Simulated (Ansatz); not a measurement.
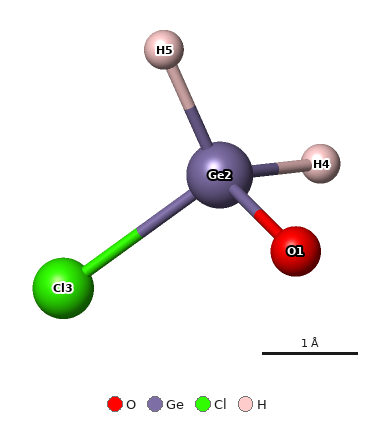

Figure 1. The structure as given in the input (ball-and-stick view, seen at a tilt; atoms are numbered from 1 in the order of the input). Sticks mark near contacts. Bond lengths as drawn: Cl–Ge 2.18 Å, Ge–H 1.54 Å and Ge–O 1.80 Å.

Frequency calculation of GeH$_{2}$ClO

The run: frequency calculation of GeH$_{2}$ClO, multiplicity 2. Method and program: B3LYP/6-31G*, UKS (Ansatz 0.2.0).

The geometry was optimised with B3LYP/6-31G*. Figures and captions count atoms from 1; the log counts them from 0 in places.

**Input file**
```yaml
basis:
  gaussian:
    orbitals: "6-31G*"
crystal:
  periodic: [false, false, false]
  atoms:
    - symbol: O
      position_ang: [-0.265004, -0.606766, 1.646291]
    - symbol: Ge
      position_ang: [0.123530, -0.084380, -0.027451]
    - symbol: Cl
      position_ang: [-1.360915, 1.309942, -0.800674]
    - symbol: H
      position_ang: [0.081249, -1.349013, -0.904106]
    - symbol: H
      position_ang: [1.470940, 0.656516, 0.044440]
magnetization:
  spin_polarized: true
  initial_magnetization: 1
hamiltonian:
  xc: {name: B3LYP}
phonons:
  temperatures: {t_min: 298.15, t_max: 298.15, t_step: 1}
```

Launch command:
```bash
ansatz run in.yaml --threads 1 --pin off --max-ram 3480MiB --events-out events.jsonl --progress --plain --runs-dir runs
```

**Log**
```
Functional definition: B3LYP
  name "B3LYP"
  parameter a0 = 0.2
  parameter ax = 0.72
  parameter ac = 0.81
  exchange = (1 - a0 - ax)*slater_x + ax*b88_x + a0*exact_x
  correlation = (1 - ac)*vwn_rpa_c + ac*lyp_c
743 factors; integrals over basis functions are off by at most 3.0e-4 eV
mean field evaluation 1: about -71099.4879 eV, gradient 5.0e1 eV
mean field evaluation 2: about -70918.2079 eV, gradient 1.4e2 eV
mean field evaluation 4: about -71112.1842 eV, gradient 1.3e1 eV
mean field evaluation 8: about -71113.0958 eV, gradient 3.8e-1 eV
mean field evaluation 16: about -71113.1045 eV, gradient 3.4e-4 eV
mean field evaluation 32: about -71112.9630 eV, gradient 3.0e0 eV
mean field -71113.10445807 eV, -2613.3583866407 hartree, gradient 4.3e-7 eV, S^2 0.753829; 2 other end points of the search recorded, 0 dependent functions left out
the calculation of the forces begins
reference -71113.10467811 eV, -2613.3583947268 hartree; 30, 29 occupied and 43, 44 virtual orbitals, 743 factors
these checks for a lower state are left out or cut short: stability, starts, cluster_reference, orbital_swaps, neighbouring_geometries, increment
743 factors; integrals over basis functions are off by at most 3.0e-4 eV
mean field -71113.10445274 eV, -2613.3583864447 hartree, gradient 2.9e-6 eV, S^2 0.753831; 0 other end points of the search recorded, 0 dependent functions left out
[... from here on the field's lines of each further geometry are left out, up to the last ...]
the calculation of the forces begins
reference -71113.10467465 eV, -2613.3583945997 hartree; 30, 29 occupied and 43, 44 virtual orbitals, 743 factors
these checks for a lower state are left out or cut short: stability, starts, cluster_reference, orbital_swaps, neighbouring_geometries, increment
743 factors; integrals over basis functions are off by at most 3.0e-4 eV
mean field -71113.10445282 eV, -2613.3583864477 hartree, gradient 2.9e-6 eV, S^2 0.753830; 0 other end points of the search recorded, 0 dependent functions left out
the calculation of the forces begins
reference -71113.10467285 eV, -2613.3583945338 hartree; 30, 29 occupied and 43, 44 virtual orbitals, 743 factors
Total energy: -71113.10467811 eV, -2613.3583947268 hartree
Atom 0 at    -0.265004    -0.606766     1.646291 Å, force     0.000479    -0.000132    -0.000435 eV/Å
Atom 1 at     0.123530    -0.084380    -0.027451 Å, force    -0.000273    -0.000024     0.000468 eV/Å
Atom 2 at    -1.360915     1.309942    -0.800674 Å, force     0.000326    -0.000089    -0.000290 eV/Å
Atom 3 at     0.081249    -1.349013    -0.904106 Å, force    -0.000610    -0.000375    -0.000103 eV/Å
Atom 4 at     1.470940     0.656516     0.044440 Å, force     0.000078     0.000619     0.000360 eV/Å
Dipole moment:     0.404966    -0.175336    -0.222595 e Å
Vibrations: 186.72 377.43 408.13 577.07 670.23 762.04 805.37 2126.20 2146.24 cm⁻¹, zero-point energy 0.499622 eV
```

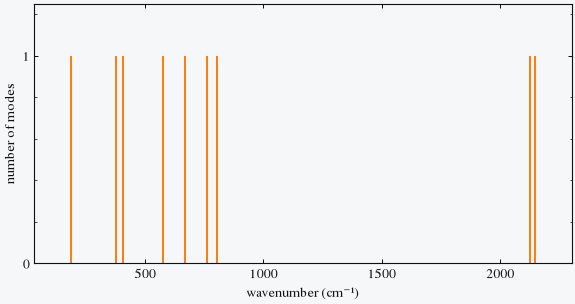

Figure 2. Harmonic vibrational wavenumbers from the force constants; neighbouring modes closer than 9 cm⁻¹ are counted in one stick. 9 modes from 187 to 2146 cm⁻¹, none imaginary.

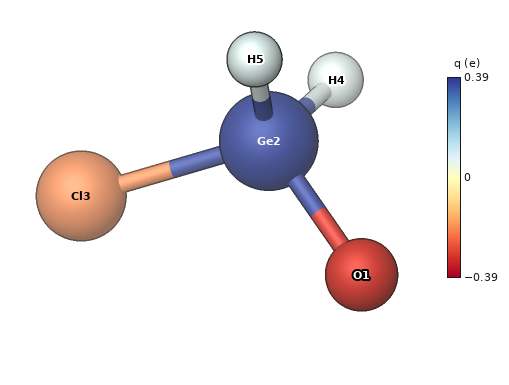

Figure 3. Mulliken charges, as the colour of each atom (ball-and-stick view, seen at a tilt; atoms are numbered from 1 in the order of the input; Mulliken charges depend strongly on the basis). By element: O −0.31, Ge +0.37, Cl −0.20 and H +0.07 e.

**Key numbers**

```csv
quantity,value
outcome,converged
total energy,−2613.358395 hartree
basis functions,73
largest force,0.001 eV/Å
⟨S²⟩,0.754
zero-point energy,0.018361 hartree
dipole moment,2.37 D
"wavenumbers, lowest and highest",187 and 2146 cm⁻¹
hardware,"1 thread of Arm Neoverse V1, 112 GiB of memory available, shared host"
wall time,1.8 min
peak memory,0.21 GiB
```
